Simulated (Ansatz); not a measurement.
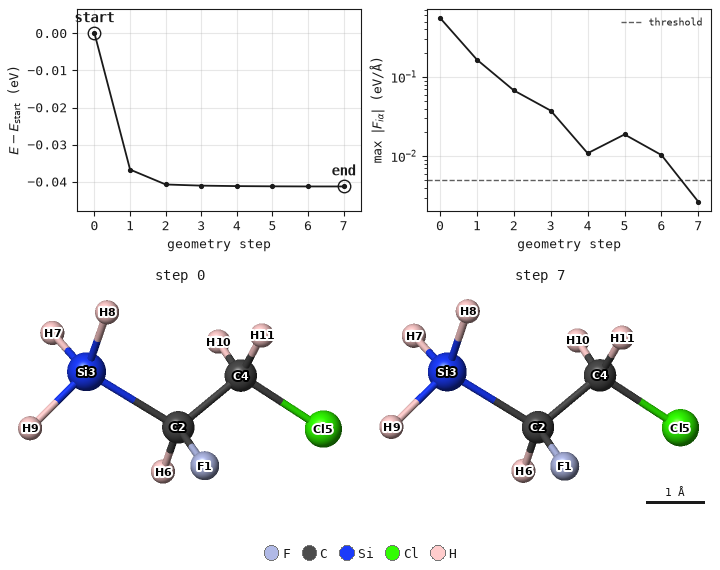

First and last geometry of a relaxation of C2H6ClFSi, with the history of the run. The picture is a ball-and-stick view, seen from a free direction.

The start comes from PBE-D4/def2-SVP.

All numbers below come from RKS PBE0-D4/def2-TZVP (Ansatz). Set-up: force threshold 0.005 eV/Å; at most 150 steps.

Q: What do the curves and the structures tell?

A: It converged. After 7 geometry steps the energy has fallen by 0.041 eV. The largest force component goes from 0.56 to 0.0026 eV/Å. The largest moves after the best rigid fit, 0.062 Å, are those of Cl5 and H10. Largest moves by element: Cl 0.062 Å, H 0.062 Å, C 0.024 Å, F 0.020 Å, Si 0.015 Å. Near-neighbour distances that change, for instance: C4–Cl5 1.808 → 1.785 Å, C2–Si3 1.929 → 1.910 Å, C2–H6 1.115 → 1.096 Å, Si3–H7 1.505 → 1.487 Å.

```json
{"step": "0", "E − E(0), eV": "0.0000", "largest force component, eV/Å": "0.5582"}
{"step": "1", "E − E(0), eV": "-0.0367", "largest force component, eV/Å": "0.1656"}
{"step": "2", "E − E(0), eV": "-0.0407", "largest force component, eV/Å": "0.0677"}
{"step": "3", "E − E(0), eV": "-0.0410", "largest force component, eV/Å": "0.0376"}
{"step": "4", "E − E(0), eV": "-0.0412", "largest force component, eV/Å": "0.0109"}
{"step": "5", "E − E(0), eV": "-0.0412", "largest force component, eV/Å": "0.0188"}
{"step": "6", "E − E(0), eV": "-0.0413", "largest force component, eV/Å": "0.0103"}
{"step": "7", "E − E(0), eV": "-0.0413", "largest force component, eV/Å": "0.0026"}
```
